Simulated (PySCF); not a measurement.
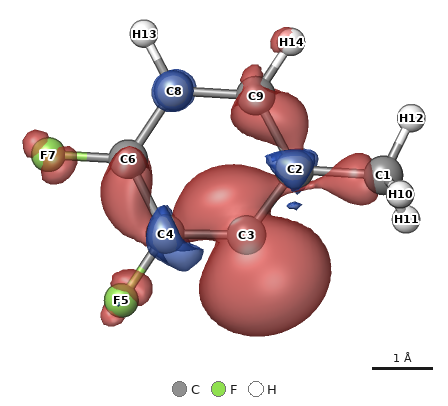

*C7H5F2 (doublet). Isosurfaces of the spin density at +0.015 (red) and −0.015 e/Å³ (blue), seen across its widest extent.*

Geometry: GFN2-xTB.

All numbers below come from UKS B3LYP, pcH-1 on C F H, non-relativistic, mean-field spin-orbit, GIAO in PySCF 2.14.0, density-fitted response routines.

```xyz
14

C     2.2343   -0.5276   -0.0475
C     0.7615   -0.2638   -0.0318
C    -0.1656   -1.2675   -0.0826
C    -1.5170   -1.1006   -0.0597
F    -2.3790   -2.1251   -0.1152
C    -1.9994    0.2118    0.0258
F    -3.3242    0.4353    0.0529
C    -1.1123    1.2695    0.0801
C     0.2495    1.0350    0.0517
H     2.5489   -0.9249    0.9171
H     2.4779   -1.2665   -0.8074
H     2.7888    0.3859   -0.2441
H    -1.5026    2.2729    0.1437
H     0.9385    1.8652    0.0949
```

**Which atoms carry the spin?**

The unpaired spin (1 electron) lies mostly on C3 (about 0.8), in electrons by Hirshfeld's partition.
